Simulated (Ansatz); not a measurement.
H8HfN4 (SMILES [NH2][Hf]([NH2])([NH2])[NH2])

```yaml
atoms:
  - { symbol: N, position_ang: [-1.7589, 0.9909, -0.3430] }
  - { symbol: Hf, position_ang: [0.0006, 0.0004, 0.0004] }
  - { symbol: N, position_ang: [-0.3211, -1.5754, 1.2685] }
  - { symbol: N, position_ang: [0.7223, -0.6819, -1.7908] }
  - { symbol: N, position_ang: [1.3579, 1.2665, 0.8665] }
  - { symbol: H, position_ang: [-2.6214, 0.8959, 0.1731] }
  - { symbol: H, position_ang: [-1.9190, 1.6126, -1.1237] }
  - { symbol: H, position_ang: [-0.3495, -2.5548, 1.0251] }
  - { symbol: H, position_ang: [-0.4048, -1.4917, 2.2723] }
  - { symbol: H, position_ang: [0.1474, -1.0802, -2.5207] }
  - { symbol: H, position_ang: [1.6710, -0.6172, -2.1298] }
  - { symbol: H, position_ang: [2.1786, 0.9626, 1.3724] }
  - { symbol: H, position_ang: [1.2969, 2.2722, 0.9299] }
```

Geometry: PBE0-D4/def2-TZVP; core potentials replace the inner electrons of Hf.

The calculation used Ansatz 0.2.0, RKS PBE0-D4/def2-TZVPP.

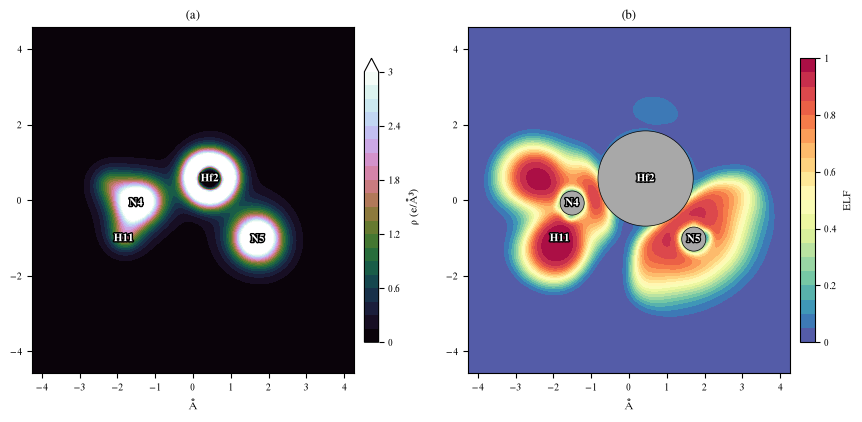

Figure 1. (a) electron density; (b) ELF on the plane of atoms N4, Hf2 and N5. Grey discs cover the atomic cores in the ELF map.

What does the map show?

- The plane passes through Hf, N and H nuclei.
- Hf–N (2.05 Å): ρ at the midpoint is about 0.78 e/Å³; the ELF peaks at about 0.90 in the valence shell of N, 0.6 Å from its nucleus, and is about 0.25 at the midpoint.
- N–H (1.01 Å): ρ is about 2.9 e/Å³ halfway; the ELF climbs to about 1 towards the hydrogen, as it does in any bond to H (a covalent bond by its length).

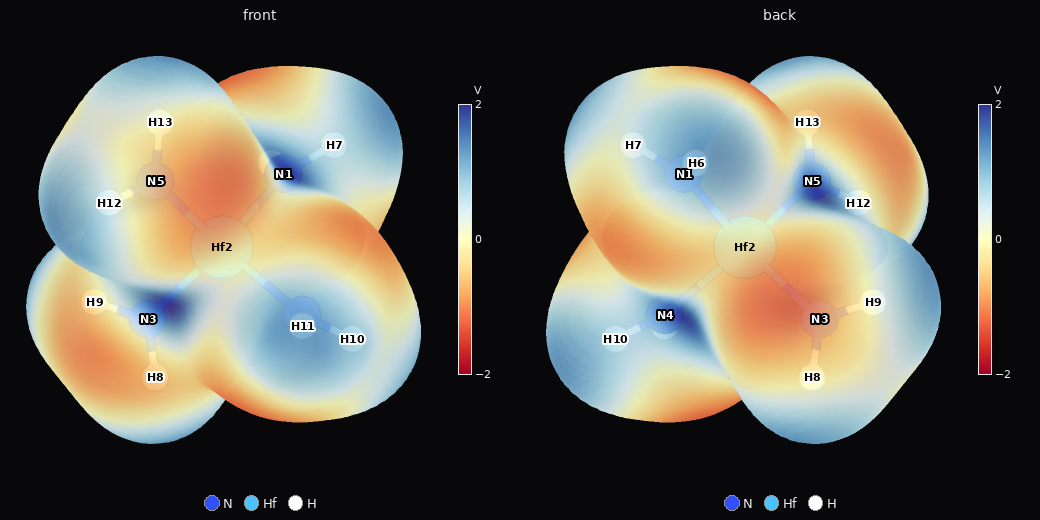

Figure 2. The electrostatic potential painted on the density surface at 0.002 e/bohr³, seen from the front and from behind; red is negative and blue positive.

Which sites attract a positive test charge, and which a negative one?

A positive charge is drawn to the negative regions and a negative charge to the positive ones. The most negative region (about −1.2 V, or −28 kcal/mol for a unit charge) lies over N1, N3, N4 and N5, the most positive (about +1.9 V, or +44 kcal/mol for a unit charge) over Hf2.
